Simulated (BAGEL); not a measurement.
**FCI/3-21G (density fitting with qzvpp-jkfit) run of BH3 (SMILES [H]B([H])[H])**

Aim: the vertical singlet–triplet gap of BH3 at FCI/3-21G (density fitting with qzvpp-jkfit), from 2 runs. 

The calculation is run with BAGEL 1.2.2.

1 further run of the same task is left out (set aside as unsound or not needed). Runs told in other sessions of the task aren't counted.

## 1. The system as given

BH3 has 4 atoms, charge 0, and is taken as a singlet. As SMILES, `[H]B([H])[H]`. Geometry: relaxed at GFN2-xTB.

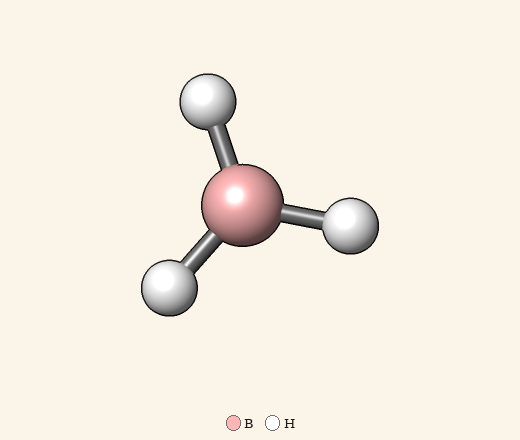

The structure, seen from a chosen angle (boron pink, hydrogen white).

## 2. A single-point energy at FCI/3-21G (density fitting with qzvpp-jkfit)

calc.json

```json
{ "bagel" : [

{
  "title" : "molecule",
  "basis" : "3-21g",
  "df_basis" : "qzvpp-jkfit",
  "angstrom" : true,
  "geometry" : [
    { "atom" : "B", "xyz" : [       0.000060,       0.000030,      -0.001400 ] },
    { "atom" : "H", "xyz" : [       1.163870,      -0.030320,       0.015280 ] },
    { "atom" : "H", "xyz" : [      -0.555340,       1.023410,      -0.018650 ] },
    { "atom" : "H", "xyz" : [      -0.608600,      -0.993120,       0.004770 ] }
  ]
},

{ "title" : "hf" },

{ "title" : "fci", "nstate" : 1, "ncore" : 1 }

]}
```

Run with:

```
$ BAGEL_NUM_THREADS=1 BAGEL calc.json > calc.out
```

Log:

```text
* using 1 threads per process

  ===============================================================
  ===============================================================

  *** Geometry ***

  { "atom" : "B", "xyz" : [      0.000113,      0.000057,     -0.002646 ] },
  { "atom" : "H", "xyz" : [      2.199396,     -0.057296,      0.028875 ] },
  { "atom" : "H", "xyz" : [     -1.049441,      1.933965,     -0.035243 ] },
  { "atom" : "H", "xyz" : [     -1.150087,     -1.876725,      0.009014 ] },

  Number of auxiliary basis functions:      129

  Since a DF basis is specified, we compute 2- and 3-index integrals:
    o Being stored without compression. Storage requirement is 0.000 GB

  Number of basis functions:       15
  Number of electrons      :        8

    * METHOD: MOLECULE                             0.07

  *** RHF ***

  === Nuclear Repulsion ===
     7.6030819077

      * DIIS with orbital gradients will be used.

  === RHF iteration (3-21g) ===
      0        -26.22301657          0.02193683           0.00
      1        -26.23568700          0.00513033           0.00
      2        -26.23649476          0.00032385           0.00
      3        -26.23649957          0.00005789           0.00
      4        -26.23649975          0.00000333           0.00
      5        -26.23649975          0.00000020           0.00
      6        -26.23649975          0.00000001           0.00
    * SCF iteration converged.

    * Permanent dipole moment:
           (   -0.000181,    -0.000105,     0.002144) a.u.

    * METHOD: HF                                   0.11

  ---------------------------
        FCI calculation
  ---------------------------

  Performs exactly the same way as Knowles & Handy 1984 CPL

  o alpha-beta strings
      length:           728
  o size of the space
      determinant space:  132496
      spin-adapted space: 41405

  o single displacement lists (alpha)
      length:         13104
  o single displacement lists (beta)
      length:         13104
 Constructing space of all determinants that can formed by removing 1 electron from 3 alpha and 3 beta electrons.

 Space is made up of 4 determinants.
  o forming links

     guess   0:   closed 111...........       open ..............

  === FCI iteration ===

      0  0       -26.23649975     1.05e-03      0.38
      1  0       -26.30380830     2.94e-04      0.40
      2  0       -26.30777154     7.72e-05      0.36
      3  0       -26.30803502     2.00e-05      0.30
      4  0       -26.30805371     5.69e-06      0.30
      5  0       -26.30805518     1.64e-06      0.31
      6  0       -26.30805530     4.88e-07      0.36
      7  0       -26.30805531     1.28e-07      0.35
      8  0       -26.30805531     3.09e-08      0.30
      9  0       -26.30805531     7.72e-09      0.27
     10  0       -26.30805531     1.94e-09      0.32
     11  0       -26.30805531     4.95e-10      0.30
     12  0       -26.30805531     1.19e-10      0.31
     13  0 *     -26.30805531     2.83e-11      0.27

     * ci vector, state   0, <S^2> = 0.0000
       222...........    -0.9800991088
       .222..........     0.0532808879

    * METHOD: FCI                                  4.86

  ===============================================================
```

Run time: 5.7 s. Hardware: 1 thread of AMD EPYC, shared host; peak memory 0.14 GiB.

## 3. The triplet, same level

fci.json

```json
{ "bagel" : [

{
  "title" : "molecule",
  "basis" : "3-21g",
  "df_basis" : "qzvpp-jkfit",
  "angstrom" : true,
  "geometry" : [
    { "atom" : "B", "xyz" : [       0.000060,       0.000030,      -0.001400 ] },
    { "atom" : "H", "xyz" : [       1.163870,      -0.030320,       0.015280 ] },
    { "atom" : "H", "xyz" : [      -0.555340,       1.023410,      -0.018650 ] },
    { "atom" : "H", "xyz" : [      -0.608600,      -0.993120,       0.004770 ] }
  ]
},

{ "title" : "hf" },

{ "title" : "fci", "nstate" : 1, "ncore" : 1, "nspin" : 2 }

]}
```

Run with:

```
$ BAGEL_NUM_THREADS=1 BAGEL fci.json > fci.out
```

Log:

```text
* using 1 threads per process

  ===============================================================
  ===============================================================

  *** Geometry ***

  { "atom" : "B", "xyz" : [      0.000113,      0.000057,     -0.002646 ] },
  { "atom" : "H", "xyz" : [      2.199396,     -0.057296,      0.028875 ] },
  { "atom" : "H", "xyz" : [     -1.049441,      1.933965,     -0.035243 ] },
  { "atom" : "H", "xyz" : [     -1.150087,     -1.876725,      0.009014 ] },

  Number of auxiliary basis functions:      129

  Since a DF basis is specified, we compute 2- and 3-index integrals:
    o Being stored without compression. Storage requirement is 0.000 GB

  Number of basis functions:       15
  Number of electrons      :        8

    * METHOD: MOLECULE                             0.06

  *** RHF ***

  === Nuclear Repulsion ===
     7.6030819077

      * DIIS with orbital gradients will be used.

  === RHF iteration (3-21g) ===
      0        -26.22301657          0.02193683           0.00
      1        -26.23568700          0.00513033           0.00
      2        -26.23649476          0.00032385           0.00
      3        -26.23649957          0.00005789           0.00
      4        -26.23649975          0.00000333           0.00
      5        -26.23649975          0.00000020           0.00
      6        -26.23649975          0.00000001           0.00
    * SCF iteration converged.

    * Permanent dipole moment:
           (   -0.000181,    -0.000105,     0.002144) a.u.

    * METHOD: HF                                   0.10

  ---------------------------
        FCI calculation
  ---------------------------

  Performs exactly the same way as Knowles & Handy 1984 CPL

  o alpha-beta strings
      length:          1092
  o size of the space
      determinant space:  91091
      spin-adapted space: 63063

  o single displacement lists (alpha)
      length:         44044
  o single displacement lists (beta)
      length:          2366
 Constructing space of all determinants that can formed by removing 1 electron from 4 alpha and 2 beta electrons.

 Space is made up of 4 determinants.
  o forming links

     guess   0:   closed 11............       open ..11..........

  === FCI iteration ===

      0  0       -26.00823043     1.25e-03      0.29
      1  0       -26.09435837     4.39e-04      0.28
      2  0       -26.10236356     1.44e-04      0.27
      3  0       -26.10318672     4.78e-05      0.24
      4  0       -26.10326855     1.38e-05      0.23
      5  0       -26.10327505     4.11e-06      0.23
      6  0       -26.10327564     1.30e-06      0.27
      7  0       -26.10327570     4.29e-07      0.33
      8  0       -26.10327571     1.53e-07      0.27
      9  0       -26.10327571     5.92e-08      0.25
     10  0       -26.10327571     2.54e-08      0.27
     11  0       -26.10327571     2.92e-08      0.37
     12  0       -26.10327571     7.21e-08      0.26
     13  0       -26.10327571     2.29e-07      0.24
     14  0       -26.10327573     5.86e-07      0.23
     15  0       -26.10327578     9.05e-07      0.23
     16  0       -26.10327586     8.27e-07      0.23
     17  0       -26.10327590     4.91e-07      0.23
     18  0       -26.10327591     1.78e-07      0.23
     19  0       -26.10327591     4.92e-08      0.28
    ** throwing out 1 trial vectors **
     20  0       -26.10327591     1.27e-08      0.23
    ** throwing out 1 trial vectors **
     21  0       -26.10327591     3.57e-09      0.23
    ** throwing out 1 trial vectors **
     22  0       -26.10327591     1.09e-09      0.22
    ** throwing out 1 trial vectors **
     23  0       -26.10327591     3.51e-10      0.22
    ** throwing out 1 trial vectors **
     24  0       -26.10327591     1.22e-10      0.22
    ** throwing out 1 trial vectors **
     25  0 *     -26.10327591     4.30e-11      0.20

     * ci vector, state   0, <S^2> = 2.0000
       22aa..........     0.9500533256
       22a......a....     0.1451531542
       2a2a..........    -0.1122456112
       a2ab..a.......    -0.0674157528
       2.2a..a.......     0.0520107015
       22.a..a.......    -0.0519281235

    * METHOD: FCI                                  6.75

  ===============================================================
```

It took 7.8 s on 1 thread of AMD EPYC, shared host; peak memory 0.14 GiB.

## 4. Outcome

At FCI/3-21G (density fitting with qzvpp-jkfit), 1 core orbital frozen:

```
                                        quantity         value
                           singlet: total energy  -26.30806 Eh
                           triplet: total energy  -26.10328 Eh
vertical energy of the triplet above the singlet      5.572 eV
```

**Reading.** At this shape the triplet lies 5.57 eV (538 kJ/mol) above the singlet.
